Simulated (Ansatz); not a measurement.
## CH$_{7}$BFNOSi: geometry relaxation (part 2 of 2)

Continued. System: CH$_{7}$BFNOSi, SMILES NBOC[SiH2]F. Method: RKS revPBE/6-31G (Ansatz 0.2.0). It belongs to a series of runs on one base structure; here: end point A relaxed.

Geometry of the input (Å):
```
N  -0.5320  -2.6200  0.4524
B  -0.0709  -1.2174  0.8889
O  1.0101  -0.5650  0.1509
C  0.6105  0.3137  -0.8305
Si 0.3015  2.0283  -0.1586
F  -0.1962  3.0826  -1.3807
H  -0.9669  -2.4464  -0.5063
H  -1.3256  -2.8200  1.0730
H  -0.5133  -0.6816  1.8961
H  1.2980  0.3817  -1.6086
H  -0.4117  -0.0528  -1.2969
H  -0.7049  2.0186  0.9312
H  1.5217  2.5435  0.4040
```

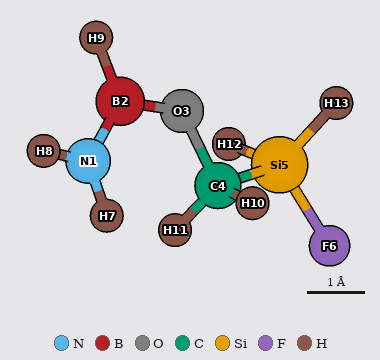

*The geometry at step 17 of the log (ball-and-stick view, seen at a tilt; atoms are numbered from 1 in the order of the input).*

Trajectory as extended XYZ, continued
```
13
Properties=species:S:1:pos:R:3:forces:R:3 step=8 energy=-15954.28282
N    -0.8951   -2.1296    0.3758    0.1468   0.0604  -0.0819
B     0.0174   -1.3076    1.0997    0.3610   0.1786  -0.2666
O     0.8429   -0.3065    0.4840   -0.4123  -0.3482   0.0397
C     0.5680    0.2751   -0.8734    0.0509  -0.0351   0.3319
Si    0.2245    2.0793   -0.2561    0.0086   0.1335  -0.2569
F    -0.2938    3.1347   -1.5369    0.0435  -0.1167   0.1152
H    -0.9526   -2.1958   -0.6496   -0.0771   0.0960   0.5198
H    -1.4852   -2.7879    0.8814    0.0405  -0.0283  -0.1380
H     0.1839   -1.4316    2.2992   -0.1231   0.0280  -0.3716
H     1.4755    0.1718   -1.4917   -0.0627   0.0083   0.0570
H    -0.2889   -0.1925   -1.3916    0.0398  -0.0002   0.0597
H    -0.8828    2.0098    0.7695   -0.0157   0.0048  -0.0303
H     1.5065    2.6461    0.3046   -0.0003   0.0187   0.0223
13
Properties=species:S:1:pos:R:3:forces:R:3 step=9 energy=-15954.33559
N    -0.8916   -2.1962    0.3538    0.0239  -0.0592  -0.1061
B     0.0049   -1.3893    1.0995    0.3253   0.2937  -0.1380
O     0.7581   -0.3014    0.5655   -0.1637  -0.1826   0.1815
C     0.5416    0.3169   -0.7686   -0.0010  -0.2155   0.2096
Si    0.2625    2.1694   -0.2883   -0.0320  -0.0266   0.0222
F    -0.2761    3.0630   -1.6682    0.0179   0.0275  -0.0034
H    -1.0294   -2.1765   -0.6581   -0.0232   0.0838   0.1845
H    -1.3953   -2.9407    0.8267   -0.0487  -0.0651  -0.0368
H     0.1951   -1.6165    2.2731   -0.0340   0.0869  -0.1975
H     1.4455    0.1663   -1.3814   -0.0055  -0.0258  -0.0060
H    -0.3265   -0.1184   -1.2934   -0.0314   0.0456  -0.0751
H    -0.8280    2.2020    0.7609    0.0280   0.0521  -0.0310
H     1.5595    2.7865    0.1933   -0.0558  -0.0146  -0.0040
13
Properties=species:S:1:pos:R:3:forces:R:3 step=10 energy=-15954.33917
N    -0.8655   -2.2181    0.3372   -0.1201  -0.0677  -0.3775
B     0.0525   -1.4453    1.0980   -0.0839   0.4574  -0.0082
O     0.7337   -0.2863    0.6201   -0.1554  -0.3582   0.1462
C     0.5203    0.3094   -0.7167   -0.0320  -0.0059   0.0954
Si    0.2484    2.1837   -0.3049    0.0833   0.1506  -0.0089
F    -0.2164    3.0301   -1.7458   -0.0096  -0.0666   0.0809
H    -1.1218   -2.0653   -0.6519    0.1823  -0.1336   0.6368
H    -1.3333   -3.0131    0.7765    0.0635   0.1533  -0.1714
H     0.2434   -1.7002    2.2649    0.0940  -0.0328  -0.2327
H     1.4220    0.1365   -1.3288   -0.0328   0.0429  -0.0227
H    -0.3535   -0.1103   -1.2468   -0.0121  -0.0338  -0.0215
H    -0.8511    2.3425    0.7305    0.0353  -0.0732  -0.1228
H     1.5416    2.8017    0.1825   -0.0126  -0.0324   0.0065
13
Properties=species:S:1:pos:R:3:forces:R:3 step=11 energy=-15954.36187
N    -0.8308   -2.2695    0.3271    0.0277   0.0766   0.0083
B     0.0200   -1.4407    1.1050    0.1173  -0.0164   0.1156
O     0.6641   -0.2613    0.6582   -0.1515  -0.0879   0.0104
C     0.4523    0.3333   -0.6752   -0.0100   0.0028  -0.2073
Si    0.2874    2.2306   -0.3138    0.0093  -0.1407  -0.0366
F    -0.1219    3.0401   -1.7850   -0.0046   0.0298  -0.0249
H    -1.0717   -2.1291   -0.6512    0.0080   0.0062  -0.0217
H    -1.2518   -3.0966    0.7415    0.0022   0.0067   0.0000
H     0.2569   -1.7299    2.2505   -0.0195   0.0193  -0.0712
H     1.3207    0.1058   -1.3213   -0.0357   0.0121   0.0541
H    -0.4589   -0.0462   -1.1841    0.0704   0.0360   0.0947
H    -0.8330    2.4245    0.6736   -0.0845   0.0435   0.0558
H     1.5871    2.8042    0.1897    0.0707   0.0120   0.0228
13
Properties=species:S:1:pos:R:3:forces:R:3 step=12 energy=-15954.36888
N    -0.7721   -2.3032    0.3085   -0.0341  -0.1100   0.0288
B     0.0202   -1.4499    1.1213   -0.0683  -0.0456  -0.0721
O     0.5784   -0.2273    0.6973    0.0488   0.2026  -0.1491
C     0.3722    0.3438   -0.6578   -0.0224  -0.0636   0.1453
Si    0.3070    2.2480   -0.3303    0.0198   0.0692   0.0501
F    -0.0260    3.0748   -1.8139    0.0026  -0.0408   0.0097
H    -0.9867   -2.1724   -0.6783    0.0287   0.0647   0.0376
H    -1.1719   -3.1522    0.7017    0.0391   0.0123  -0.0062
H     0.2593   -1.7405    2.2603   -0.0209  -0.0161   0.0402
H     1.2145    0.0507   -1.3081   -0.0589  -0.0037  -0.0437
H    -0.5810    0.0096   -1.1100    0.0471  -0.0576  -0.0466
H    -0.8244    2.5287    0.6328   -0.0028   0.0066  -0.0060
H     1.6306    2.7552    0.1913    0.0213  -0.0182   0.0118
13
Properties=species:S:1:pos:R:3:forces:R:3 step=13 energy=-15954.37283
N    -0.7233   -2.3430    0.2977    0.0071  -0.1196   0.1400
B     0.0096   -1.4546    1.1328    0.0027   0.1729  -0.2837
O     0.5096   -0.1891    0.7204   -0.0826  -0.1824   0.0161
C     0.2990    0.3594   -0.6428   -0.0373  -0.0472   0.1338
Si    0.3272    2.2723   -0.3347   -0.0203   0.0376  -0.0080
F     0.0654    3.0924   -1.8393    0.0127  -0.0478   0.0662
H    -0.9310   -2.2088   -0.6890    0.0162   0.0847  -0.0199
H    -1.0791   -3.2239    0.6691    0.0829   0.1221  -0.0155
H     0.2502   -1.7454    2.2689   -0.0091   0.0008   0.0896
H     1.1142    0.0188   -1.3088   -0.1162   0.0319  -0.0134
H    -0.6812    0.0503   -1.0598    0.1099  -0.0015  -0.0484
H    -0.8164    2.6294    0.5992    0.1048  -0.0180  -0.0539
H     1.6762    2.7075    0.2012   -0.0709  -0.0336  -0.0028
13
Properties=species:S:1:pos:R:3:forces:R:3 step=14 energy=-15954.37829
N    -0.7026   -2.3493    0.2941    0.0383  -0.0932   0.1670
B     0.0080   -1.4446    1.1322   -0.1063  -0.1085  -0.1261
O     0.4876   -0.1814    0.7220   -0.0119   0.0296  -0.0676
C     0.2695    0.3586   -0.6411   -0.0029   0.0217   0.0350
Si    0.3309    2.2727   -0.3341   -0.0071  -0.0329   0.0278
F     0.0976    3.0946   -1.8390    0.0053  -0.0077   0.0158
H    -0.9109   -2.2119   -0.6912    0.0090   0.0611  -0.0607
H    -1.0359   -3.2413    0.6591    0.0648   0.1319  -0.0081
H     0.2365   -1.7244    2.2749    0.0028  -0.0165   0.0574
H     1.0734    0.0107   -1.3182   -0.0880   0.0272   0.0263
H    -0.7131    0.0512   -1.0546    0.0914   0.0348   0.0040
H    -0.8062    2.6572    0.5946    0.0799  -0.0176  -0.0476
H     1.6854    2.6731    0.2162   -0.0752  -0.0301  -0.0234
13
Properties=species:S:1:pos:R:3:forces:R:3 step=15 energy=-15954.38185
N    -0.6648   -2.3725    0.2860    0.0248   0.0152   0.1418
B    -0.0050   -1.4414    1.1388   -0.0650  -0.2223  -0.1189
O     0.4454   -0.1676    0.7327   -0.0313   0.0755  -0.0723
C     0.2259    0.3658   -0.6317    0.0110   0.0470  -0.0166
Si    0.3401    2.2797   -0.3400    0.0080  -0.0313   0.0379
F     0.1388    3.1058   -1.8477    0.0028  -0.0281   0.0300
H    -0.8622   -2.2331   -0.7026    0.0138   0.0287  -0.0063
H    -0.9816   -3.2722    0.6450    0.0589   0.1103  -0.0139
H     0.2160   -1.7159    2.2860   -0.0182   0.0021   0.0252
H     1.0109   -0.0030   -1.3195   -0.0548   0.0162   0.0397
H    -0.7660    0.0789   -1.0352    0.0489   0.0125   0.0241
H    -0.7804    2.7075    0.5871    0.0457  -0.0152  -0.0433
H     1.7033    2.6330    0.2160   -0.0446  -0.0105  -0.0274
13
Properties=species:S:1:pos:R:3:forces:R:3 step=16 energy=-15954.38511
N    -0.6179   -2.4005    0.2739    0.1095   0.1507   0.1205
B    -0.0148   -1.4446    1.1446   -0.1497  -0.2127  -0.1000
O     0.3778   -0.1453    0.7528   -0.0310  -0.0126  -0.0234
C     0.1630    0.3795   -0.6137    0.0533   0.0566  -0.0730
Si    0.3594    2.2903   -0.3439   -0.0342  -0.0616  -0.0175
F     0.1945    3.1077   -1.8609    0.0070  -0.0306   0.0269
H    -0.8005   -2.2561   -0.7180    0.0086  -0.0030   0.0344
H    -0.8949   -3.3179    0.6176    0.0344   0.0799  -0.0062
H     0.1830   -1.7095    2.3004    0.0095   0.0004  -0.0335
H     0.9234   -0.0230   -1.3110   -0.0393   0.0108   0.0474
H    -0.8422    0.1220   -1.0026    0.0244   0.0222   0.0352
H    -0.7461    2.7739    0.5693    0.0299   0.0032  -0.0022
H     1.7357    2.5888    0.2064   -0.0225  -0.0033  -0.0088
13
Properties=species:S:1:pos:R:3:forces:R:3 step=17 energy=-15954.38716
N    -0.5718   -2.4200    0.2588    0.0853   0.1946   0.1459
B    -0.0452   -1.4414    1.1550   -0.0040  -0.2248  -0.1618
O     0.3041   -0.1232    0.7770   -0.0643  -0.0855   0.0351
C     0.1080    0.3906   -0.5958    0.0059   0.0580  -0.0479
Si    0.3741    2.2955   -0.3484   -0.0009  -0.0382  -0.0418
F     0.2313    3.0949   -1.8775   -0.0040  -0.0262   0.0323
H    -0.7350   -2.2714   -0.7363   -0.0008  -0.0101   0.0493
H    -0.8057   -3.3565    0.5838    0.0279   0.0981  -0.0084
H     0.1534   -1.7095    2.3104   -0.0418   0.0162  -0.0355
H     0.8489   -0.0500   -1.2917   -0.0367   0.0305   0.0431
H    -0.9090    0.1644   -0.9730    0.0284   0.0179   0.0091
H    -0.6993    2.8430    0.5684    0.0296  -0.0233  -0.0178
H     1.7666    2.5488    0.1843   -0.0245  -0.0072  -0.0016
13
Properties=species:S:1:pos:R:3:forces:R:3 step=18 energy=-15954.38922
N    -0.5494   -2.4242    0.2507    0.0745   0.1558   0.1434
B    -0.0443   -1.4455    1.1570   -0.0930  -0.1324  -0.1528
O     0.2750   -0.1160    0.7902   -0.0321  -0.0899   0.0227
C     0.0892    0.3946   -0.5859    0.0100   0.0410  -0.0314
Si    0.3798    2.2966   -0.3533   -0.0021  -0.0318   0.0025
F     0.2376    3.0842   -1.8884   -0.0029  -0.0228   0.0386
H    -0.7210   -2.2673   -0.7412    0.0138  -0.0094   0.0276
H    -0.7735   -3.3654    0.5679    0.0281   0.0816  -0.0069
H     0.1334   -1.7118    2.3152    0.0062  -0.0016  -0.0271
H     0.8262   -0.0586   -1.2775   -0.0402   0.0243   0.0298
H    -0.9304    0.1804   -0.9632    0.0316   0.0085   0.0062
H    -0.6798    2.8619    0.5699    0.0312  -0.0199  -0.0374
H     1.7775    2.5363    0.1736   -0.0251  -0.0033  -0.0153
13
Properties=species:S:1:pos:R:3:forces:R:3 step=19 energy=-15954.39137
N    -0.5292   -2.4234    0.2427    0.0264   0.0623   0.0902
B    -0.0560   -1.4457    1.1607   -0.0488  -0.0583  -0.0902
O     0.2449   -0.1105    0.8049   -0.0225  -0.0185  -0.0056
C     0.0701    0.3984   -0.5740    0.0331   0.0281  -0.0086
Si    0.3901    2.2951   -0.3556   -0.0391  -0.0340   0.0125
F     0.2346    3.0696   -1.8951    0.0094  -0.0072   0.0189
H    -0.6934   -2.2631   -0.7490    0.0110   0.0009  -0.0064
H    -0.7396   -3.3695    0.5510    0.0135   0.0333   0.0006
H     0.1106   -1.7149    2.3188    0.0098  -0.0103  -0.0017
H     0.8015   -0.0671   -1.2620   -0.0233  -0.0022   0.0090
H    -0.9512    0.1983   -0.9533    0.0217   0.0054   0.0099
H    -0.6570    2.8720    0.5719    0.0256   0.0036  -0.0148
H     1.7950    2.5262    0.1539   -0.0169  -0.0033  -0.0138
13
Properties=species:S:1:pos:R:3:forces:R:3 step=20 energy=-15954.39245
N    -0.5062   -2.4252    0.2347    0.0075  -0.0229   0.0122
B    -0.0694   -1.4462    1.1639   -0.0201   0.0187  -0.0135
O     0.2042   -0.1022    0.8207   -0.0061   0.0057  -0.0204
C     0.0448    0.4030   -0.5618   -0.0097   0.0151   0.0175
Si    0.3944    2.2937   -0.3573    0.0234  -0.0095   0.0039
F     0.2407    3.0565   -1.9019   -0.0054   0.0020  -0.0014
H    -0.6544   -2.2643   -0.7593   -0.0006   0.0073  -0.0097
H    -0.6950   -3.3783    0.5335    0.0037   0.0080   0.0038
H     0.0874   -1.7189    2.3220    0.0075  -0.0113   0.0101
H     0.7682   -0.0805   -1.2453   -0.0040   0.0081  -0.0024
H    -0.9784    0.2190   -0.9426    0.0068  -0.0096   0.0062
H    -0.6254    2.9052    0.5766    0.0014  -0.0095  -0.0089
H     1.8093    2.5032    0.1317   -0.0045  -0.0021   0.0025
13
Properties=species:S:1:pos:R:3:forces:R:3 step=21 energy=-15954.39281
N    -0.4878   -2.4292    0.2301   -0.0025  -0.0198  -0.0020
B    -0.0794   -1.4444    1.1658    0.0100   0.0197  -0.0035
O     0.1755   -0.0949    0.8285   -0.0089  -0.0119  -0.0136
C     0.0236    0.4081   -0.5554   -0.0033   0.0006   0.0081
Si    0.4021    2.2933   -0.3592    0.0003  -0.0028   0.0085
F     0.2517    3.0522   -1.9058    0.0005   0.0038  -0.0055
H    -0.6299   -2.2684   -0.7651   -0.0018   0.0049   0.0020
H    -0.6616   -3.3866    0.5247    0.0051   0.0125   0.0024
H     0.0747   -1.7188    2.3243   -0.0033  -0.0045   0.0057
H     0.7396   -0.0871   -1.2386   -0.0016   0.0019  -0.0014
H    -1.0022    0.2348   -0.9342    0.0061   0.0023   0.0019
H    -0.6072    2.9203    0.5752    0.0025  -0.0023  -0.0029
H     1.8212    2.4859    0.1245   -0.0030  -0.0043   0.0004
13
Properties=species:S:1:pos:R:3:forces:R:3 step=22 energy=-15954.39296
N    -0.4723   -2.4330    0.2272   -0.0040  -0.0098  -0.0035
B    -0.0850   -1.4430    1.1668    0.0108   0.0156  -0.0003
O     0.1525   -0.0892    0.8330   -0.0095  -0.0252  -0.0089
C     0.0059    0.4122   -0.5519   -0.0012  -0.0035   0.0009
Si    0.4069    2.2929   -0.3601   -0.0014  -0.0033   0.0069
F     0.2642    3.0501   -1.9083    0.0012   0.0048  -0.0052
H    -0.6144   -2.2721   -0.7681    0.0011   0.0027   0.0056
H    -0.6317   -3.3937    0.5194    0.0039   0.0149   0.0021
H     0.0650   -1.7175    2.3260   -0.0018  -0.0002   0.0004
H     0.7161   -0.0917   -1.2351   -0.0026   0.0011   0.0014
H    -1.0218    0.2487   -0.9293    0.0048   0.0039   0.0005
H    -0.5940    2.9337    0.5737    0.0029   0.0006  -0.0008
H     1.8290    2.4677    0.1214   -0.0043  -0.0016   0.0009
13
Properties=species:S:1:pos:R:3:forces:R:3 step=23 energy=-15954.39305
N    -0.4623   -2.4359    0.2267   -0.0044  -0.0069  -0.0108
B    -0.0870   -1.4420    1.1666    0.0051   0.0123   0.0099
O     0.1377   -0.0861    0.8333   -0.0050  -0.0196  -0.0051
C    -0.0067    0.4147   -0.5519    0.0039  -0.0032  -0.0038
Si    0.4096    2.2921   -0.3606   -0.0025   0.0015   0.0068
F     0.2763    3.0515   -1.9086    0.0019   0.0011  -0.0020
H    -0.6052   -2.2763   -0.7686    0.0010   0.0006   0.0047
H    -0.6127   -3.3979    0.5190    0.0028   0.0091   0.0017
H     0.0619   -1.7152    2.3265    0.0006   0.0032  -0.0031
H     0.6991   -0.0943   -1.2359   -0.0032   0.0000   0.0025
H    -1.0359    0.2582   -0.9278    0.0026   0.0033   0.0010
H    -0.5865    2.9421    0.5718   -0.0004   0.0010  -0.0001
H     1.8321    2.4543    0.1243   -0.0025  -0.0022  -0.0019
13
Properties=species:S:1:pos:R:3:forces:R:3 step=24 energy=-15954.39305
N    -0.4565   -2.4383    0.2275   -0.0061   0.0038  -0.0038
B    -0.0892   -1.4402    1.1664    0.0245  -0.0064   0.0022
O     0.1276   -0.0841    0.8311   -0.0074  -0.0043   0.0027
C    -0.0159    0.4167   -0.5539   -0.0005   0.0036  -0.0037
Si    0.4107    2.2917   -0.3596    0.0044  -0.0049  -0.0071
F     0.2899    3.0544   -1.9075   -0.0001  -0.0008   0.0044
H    -0.6017   -2.2804   -0.7677   -0.0008  -0.0007   0.0002
H    -0.5977   -3.4010    0.5210   -0.0008   0.0009   0.0011
H     0.0653   -1.7119    2.3259   -0.0086   0.0054  -0.0018
H     0.6864   -0.0957   -1.2391   -0.0022   0.0009   0.0031
H    -1.0463    0.2660   -0.9284   -0.0004  -0.0018   0.0005
H    -0.5852    2.9475    0.5689    0.0014   0.0009   0.0006
H     1.8328    2.4405    0.1302   -0.0035   0.0034   0.0016
13
Properties=species:S:1:pos:R:3:forces:R:3 step=25 energy=-15954.39308
N    -0.4575   -2.4383    0.2279    0.0068   0.0029   0.0001
B    -0.0852   -1.4409    1.1656   -0.0161  -0.0030   0.0029
O     0.1293   -0.0847    0.8299    0.0051  -0.0005   0.0023
C    -0.0154    0.4164   -0.5548    0.0013   0.0027  -0.0016
Si    0.4103    2.2916   -0.3593    0.0011  -0.0023  -0.0076
F     0.2917    3.0551   -1.9070   -0.0003  -0.0013   0.0037
H    -0.6045   -2.2805   -0.7670   -0.0001  -0.0006  -0.0005
H    -0.5998   -3.4007    0.5221   -0.0007   0.0004   0.0004
H     0.0663   -1.7109    2.3258    0.0050   0.0000  -0.0024
H     0.6867   -0.0955   -1.2403   -0.0011   0.0014   0.0005
H    -1.0460    0.2651   -0.9286   -0.0004  -0.0005   0.0005
H    -0.5872    2.9469    0.5678    0.0015  -0.0003   0.0005
H     1.8314    2.4417    0.1329   -0.0021   0.0012   0.0015
13
Properties=species:S:1:pos:R:3:forces:R:3 step=26 energy=-15954.39309
N    -0.4576   -2.4379    0.2275    0.0001  -0.0002   0.0007
B    -0.0862   -1.4409    1.1659   -0.0002   0.0002  -0.0009
O     0.1304   -0.0849    0.8306    0.0002   0.0003   0.0001
C    -0.0148    0.4162   -0.5543    0.0003   0.0000   0.0003
Si    0.4104    2.2914   -0.3598    0.0000  -0.0002   0.0002
F     0.2907    3.0541   -1.9075   -0.0002   0.0001  -0.0004
H    -0.6039   -2.2799   -0.7675    0.0000   0.0001  -0.0002
H    -0.6009   -3.4002    0.5215   -0.0002  -0.0001  -0.0002
H     0.0664   -1.7116    2.3258    0.0000   0.0000   0.0001
H     0.6872   -0.0956   -1.2399   -0.0002  -0.0002   0.0001
H    -1.0455    0.2646   -0.9277    0.0001  -0.0001   0.0001
H    -0.5869    2.9466    0.5677    0.0000   0.0000   0.0001
H     1.8312    2.4431    0.1326    0.0000   0.0001   0.0001
```
